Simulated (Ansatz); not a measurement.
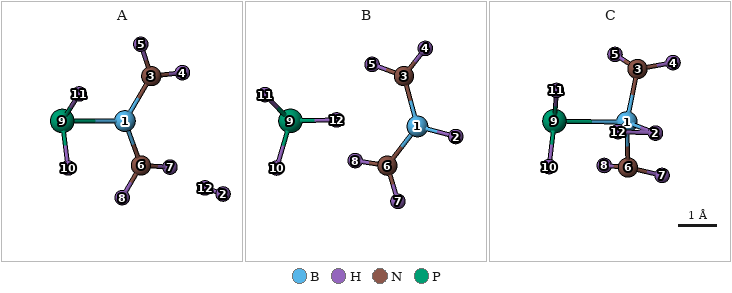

3 geometries from a converged minimum-energy path of BPN2H8, made up at the start of BN2H5 and PH₃, shuffled. A ball-and-stick model, seen at a tilt.

These are results of Ansatz 0.2.0, RKS PBE0/6-31G*, not measurements. Run with 7 movable images; climbing image; force threshold 0.05 eV/Å; iteration limit 51; starting path through a guess of the saddle point.

**Which frame is the transition state?**

C. In order along the path, whose images run from 0 to 8: B (image 1, +1.6 kJ/mol), C (image 4, +228.3 kJ/mol), A (image 8, +23.7 kJ/mol). Breaking: B1–H2 (1.20 → 1.31 at the top → 3.88 Å), P9–H12 (1.42 → 1.82 at the top → 4.28 Å). Forming: B1–P9 (3.92 → 2.09 at the top → 1.95 Å), H2–H12 (4.08 → 1.04 at the top → 0.75 Å).

Limits of the set-up: the start holds two separate molecules, 3.0 Å apart at their closest, whose relative position is a soft coordinate and is computed without a dispersion correction.

The run took 9.4 min on 1 thread of Arm Neoverse V1, on a shared host, peak memory 0.17 GiB.
